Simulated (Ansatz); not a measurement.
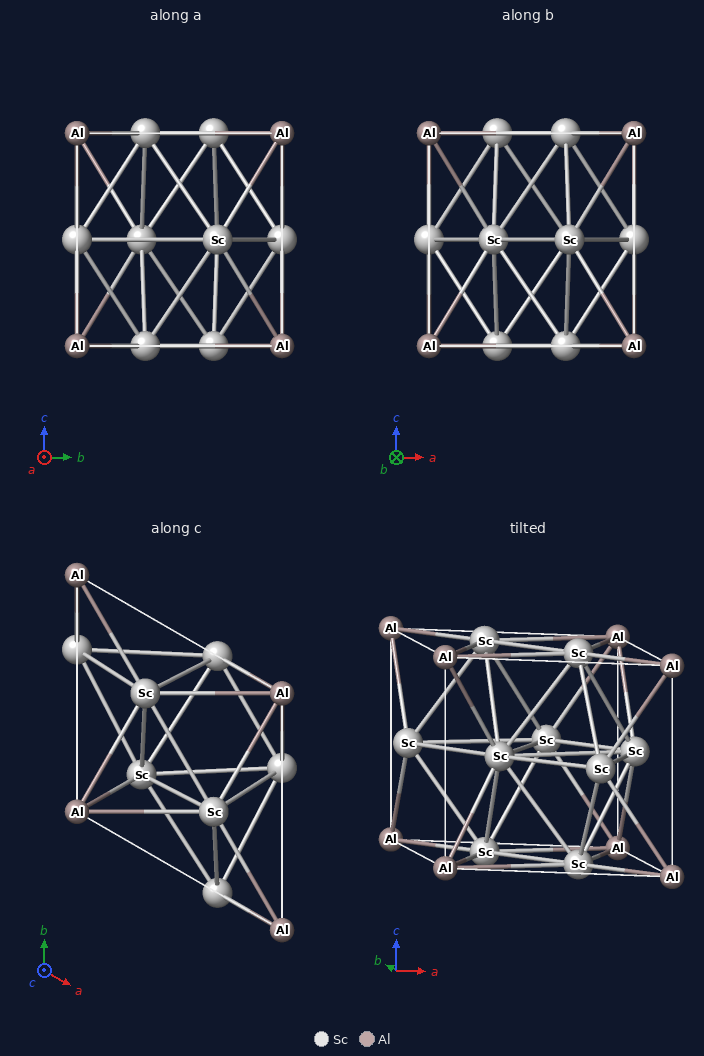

Drawn in the ball-and-stick manner and seen along the a axis, along the b axis, along the c axis and slightly off an axis. The conventional unit cell is outlined; an atom on or near a face, edge or corner is repeated at each equivalent position.

Lattice parameters: a = 5.7862 Å, b = 5.7862 Å, c = 5.2021 Å, α = 90.000°, β = 90.000°, γ = 120.000°.

> Give the atomic positions as a CIF in P1 with every atom of the cell, with free fractional coordinates to two decimals.

```cif
data_structure
_symmetry_space_group_name_H-M 'P 1'
_symmetry_Int_Tables_number 1
_cell_length_a 5.7862
_cell_length_b 5.7862
_cell_length_c 5.2021
_cell_angle_alpha 90.000
_cell_angle_beta 90.000
_cell_angle_gamma 120.000
_cell_volume 150.83
loop_
_atom_site_label
_atom_site_type_symbol
_atom_site_fract_x
_atom_site_fract_y
_atom_site_fract_z
_atom_site_occupancy
Sc1 Sc 0.00 0.69 0.50 1
Sc2 Sc 0.69 0.00 0.50 1
Sc3 Sc 0.31 0.31 0.50 1
Sc4 Sc 0.3333 0.6667 0.00 1
Sc5 Sc 0.6667 0.3333 0.00 1
Al1 Al 0.00 0.00 0.00 1
```

The cell started as a structure type filled with these elements by a generator (whether the compound takes this form wasn't checked). It was relaxed at fixed volume with Ansatz, DFT PBE, scalar-relativistic, plane waves, PAW.

At this level of theory the run's own cell isn't at rest (stretched, at -5 GPa), so its distances can differ from those at equilibrium, the more so the softer the solid.
